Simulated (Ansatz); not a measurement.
**One shape, several levels: quartet GeH3**

We compute a comparison of 5 runs (UBHLYP/STO-3G, UPBE/STO-3G, UBCCD(T)/STO-3G, UCCSDTQ/STO-3G, FCI/STO-3G) of quartet GeH3. 

The results are computed with Ansatz 0.2.0.

27 further runs of the same task are left out: 1 that didn't finish, 26 set aside as unsound or not needed.

### Step 1. The system as given

GeH3: 4 atoms, total charge 0, spin state quartet. SMILES of the parent species: `[GeH3]`. The coordinates come from a PBE0-D4/def2-TZVP relaxation. That shape belongs to the parent species and isn't relaxed for this state.

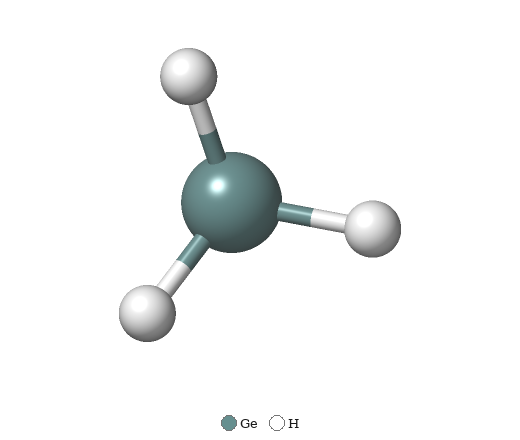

The structure, seen from a chosen angle (germanium teal, hydrogen white).

### Step 2. A single-point energy at UBHLYP/STO-3G (run 1)

run.yaml reads:

```yaml
basis:
  gaussian:
    orbitals: STO-3G
crystal:
  periodic: [false, false, false]
  atoms:
    - symbol: Ge
      position_ang: [0.214600, -0.125900, -0.249400]
    - symbol: H
      position_ang: [1.055000, 0.109600, 1.018300]
    - symbol: H
      position_ang: [-0.882800, -1.175900, -0.000100]
    - symbol: H
      position_ang: [-0.386800, 1.192200, -0.768800]
magnetization:
  spin_polarized: true
  initial_magnetization: 3
hamiltonian:
  xc: {name: BHLYP}
accuracy: high
```

The run is started by

```bash
$ ansatz run run.yaml --threads 1 --pin off --max-ram 2610MiB --events-out events.jsonl --progress --plain --runs-dir runs
```

The program printed:

```text
Warning: RAYON_NUM_THREADS=1 ignored (pool sized by the plan → 1); use --threads N
Functional definition: BHLYP
  name "BHLYP"
  parameter a = 0.5
  exchange = (1 - a)*b88_x + a*exact_x
  correlation = lyp_c
263 factors; integrals over basis functions are off by at most 1.2e-8 eV
mean field evaluation 1: about -55901.4405 eV, gradient 1.4e1 eV
mean field evaluation 2: about -55902.5965 eV, gradient 7.7e0 eV
mean field evaluation 4: about -55903.0999 eV, gradient 7.8e-1 eV
mean field evaluation 8: about -55903.1229 eV, gradient 3.7e-1 eV
mean field evaluation 16: about -55903.4722 eV, gradient 2.4e-8 eV
mean field -55903.47220961 eV, -2054.4147109689 hartree, gradient 4.1e-8 eV, S^2 3.750762; 2 other end points of the search recorded, 0 dependent functions left out
reference -55903.47222659 eV, -2054.4147115927 hartree; 19, 16 occupied and 2, 5 virtual orbitals, 263 factors
Total energy: -55903.47222659 eV, -2054.4147115927 hartree
```

Run time: 1.7 s. Hardware: 1 thread of Arm Neoverse V1, shared host; peak memory 0.11 GiB.

### Step 3. The energy at UPBE/STO-3G (run 2)

job.yaml reads:

```yaml
crystal:
  periodic: [false, false, false]
  atoms:
    - symbol: Ge
      position_ang: [0.214600, -0.125900, -0.249400]
    - symbol: H
      position_ang: [1.055000, 0.109600, 1.018300]
    - symbol: H
      position_ang: [-0.882800, -1.175900, -0.000100]
    - symbol: H
      position_ang: [-0.386800, 1.192200, -0.768800]
basis:
  gaussian:
    orbitals: STO-3G
accuracy: high
magnetization:
  spin_polarized: true
  initial_magnetization: 3
hamiltonian:
  xc: pbe
```

The run is started by

```bash
$ ansatz run job.yaml --threads 1 --pin off --max-ram 2610MiB --events-out events.jsonl --progress --plain --runs-dir runs
```

The program printed, shortened:

```text
Warning: RAYON_NUM_THREADS=1 ignored (pool sized by the plan → 1); use --threads N
Functional definition: PBE
  name "PBE"
[...]
263 factors; integrals over basis functions are off by at most 1.2e-8 eV
[...]
mean field -55892.04777657 eV, -2053.9948707983 hartree, gradient 6.3e-8 eV, S^2 3.751048; 18 other end points of the search recorded, 0 dependent functions left out
reference -55892.04777831 eV, -2053.9948708621 hartree; 19, 16 occupied and 2, 5 virtual orbitals, 263 factors
Total energy: -55892.04777831 eV, -2053.9948708621 hartree
```

Wall time 7.8 s (1 thread of Arm Neoverse V1, shared host); peak memory 0.11 GiB.

Runs 3 to 4 aren't shown in full; the table further down has their settings and results.

### Step 4. The energy at FCI/STO-3G (run 5)

job.yaml reads:

```yaml
crystal:
  periodic: [false, false, false]
  atoms:
    - {symbol: Ge, position_ang: [0.214600, -0.125900, -0.249400]}
    - {symbol: H, position_ang: [1.055000, 0.109600, 1.018300]}
    - {symbol: H, position_ang: [-0.882800, -1.175900, -0.000100]}
    - {symbol: H, position_ang: [-0.386800, 1.192200, -0.768800]}
basis:
  gaussian: {orbitals: STO-3G}
magnetization: {spin_polarized: true, initial_magnetization: 3}
accuracy: high
correlation: {method: fci, frozen_orbitals: {Ge: 9, H: 0}}
```

The run is started by

```bash
$ ansatz run job.yaml --threads 1 --pin off --max-ram 2610MiB --events-out events.jsonl --progress --plain --runs-dir runs
```

The program printed:

```text
Warning: RAYON_NUM_THREADS=1 ignored (pool sized by the plan → 1); use --threads N
Functional definition: HF
  name "HF"
  exchange = exact_x
  correlation = 0
263 factors; integrals over basis functions are off by at most 1.2e-8 eV
mean field evaluation 1: about -55863.1951 eV, gradient 6.3e0 eV
mean field evaluation 2: about -55863.2634 eV, gradient 6.3e0 eV
mean field evaluation 4: about -55864.2398 eV, gradient 1.9e0 eV
mean field evaluation 8: about -55864.3049 eV, gradient 1.2e0 eV
mean field evaluation 16: about -55865.3661 eV, gradient 4.7e-5 eV
mean field evaluation 32: about -55865.3257 eV, gradient 2.0e0 eV
mean field -55865.36607179 eV, -2053.0143362332 hartree, gradient 2.5e-8 eV, S^2 3.754081; 2 other end points of the search recorded, 0 dependent functions left out
9 core orbitals not correlated: weight in the atoms' cores, before any rotation towards them, 1.000 or more for the frozen orbitals, at most 0.000 for the correlated occupied ones
reference -55865.34099460 eV, -2053.0134146635 hartree; 10, 7 occupied and 2, 5 virtual orbitals, 263 factors
state -55866.54424089 eV, -2053.0576331489 hartree
Total energy: -55866.54424089 eV, -2053.0576331489 hartree
```

It took 0.79 s on 1 thread of Arm Neoverse V1, shared host.

### Step 5. All runs side by side

```csv
run,level,frozen core orbitals,energy (Eh),⟨S²⟩,wall time
1,UBHLYP/STO-3G,–,-2054.414712,3.751,1.7 s
2,UPBE/STO-3G,–,-2053.994871,3.751,7.8 s
3,UBCCD(T)/STO-3G,9,-2053.056545,3.754,0.44 s
4,UCCSDTQ/STO-3G,9,-2053.057636,3.754,1.9 min
5,FCI/STO-3G,9,-2053.057633,–,0.79 s
```

### Step 6. What came out

| quantity | value |
| --- | --- |
| run 5: total energy | -2053.05763 Eh |
| run 5: correlation energy (9 core orbitals frozen) | -44.2 mEh |

Against full CI in this basis: UBCCD(T) +1.1 mEh; UCCSDTQ -0.0 mEh. Totals of different functionals can't be ranked against each other. In runs 1, 2, 3, 4, 5 the basis is minimal, so the values are rough. All runs together took 2.1 min, the longest 1.9 min.
